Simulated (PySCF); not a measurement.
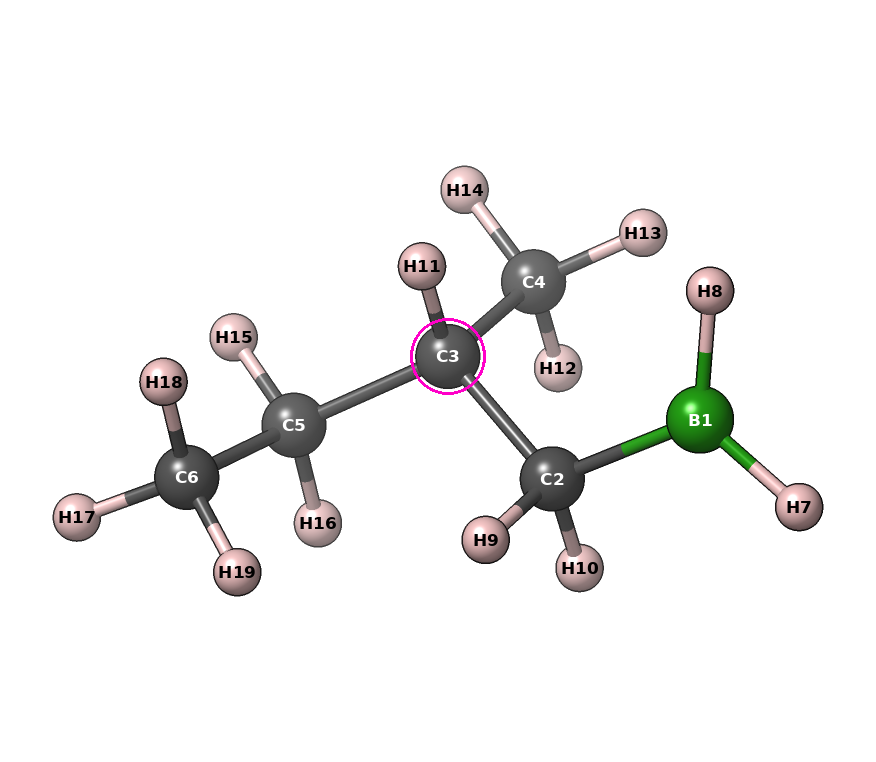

Atoms fade into the background with distance from the viewer. Circles mark the stereogenic atoms. The computed structure is the end point of a GFN2-xTB optimisation. No frequency run is at hand to confirm it as a minimum.

Q: Assign CIP descriptors.

A: C3: R (priorities C5 > C2 > C4 > H11).

Q: Write the isomeric SMILES.

A: BC[C@@H](C)CC
